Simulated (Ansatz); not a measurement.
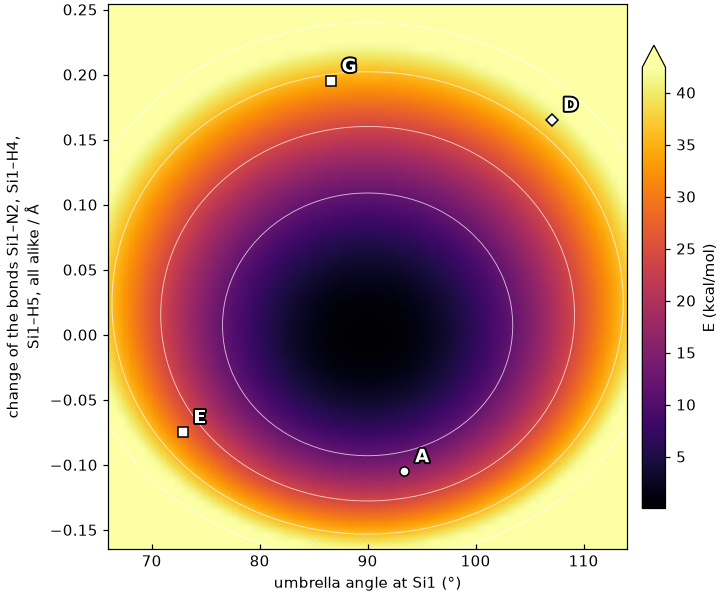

GeH₅NSi, SMILES [SiH2]=[N][GeH3]. The first coordinate is: umbrella angle at Si1 (between each of its bonds and their common axis; 90 is planar); the second: change of the bonds Si1–N2, Si1–H4, Si1–H5, all alike. Nothing is relaxed (all other coordinates rigid). The scan uses a 15 × 15 grid. Points are written as (first, second). Energies are in kcal/mol, from the relaxed molecule at the same level. All numbers below come from RHF/def2-TZVP (Ansatz 0.2.0).

The picture shows a smooth colour map with a few white contour lines, one colour for all values above the top of the scale, lettered points. Between grid points the surface is interpolated.

Is A the lowest point of the computed grid?

No. A lies 16.2 kcal/mol above the lowest grid point, which is at (90.0°, 0.015 Å).

What kind of point is each of A, D, E, G: minimum, saddle, maximum or slope?

A: on a slope; D: on a slope; E: on a slope; G: on a slope. (In these two coordinates alone; a stationary point may lie a little off the grid point.)

Rank the lettered points by energy, lowest first.

A (16.5 kcal/mol), E (29.0 kcal/mol), G (34.4 kcal/mol), D (39.9 kcal/mol).
